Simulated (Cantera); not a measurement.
A closed system holds: 1 mol Si3N4, a varied amount of H2O, 36 mol N2, held at 1227 °C and 0.0105 Torr.

Equilibrium computed with Cantera from the NASA thermochemical tables; the gas is ideal and each condensed phase is pure. Candidate condensed phases: H2O, Si, SiO2, Si2N2O, Si3N4; 35 gas species. Equilibrium is a limit: real reactors are often held back by kinetics, nucleation or transport.

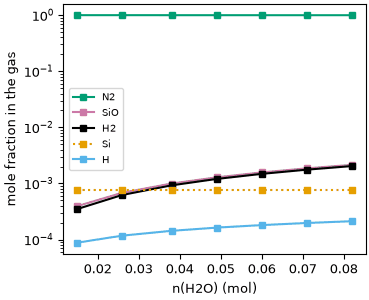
*Equilibrium gas composition (values under 1e-9 drawn at 1e-9)*

Problem. Read off the mole fractions at 0.082 mol H2O.

Solution. N2 about 0.99, SiO about 0.0021, H2 about 0.0020, Si about 0.00075, H about 0.00021.
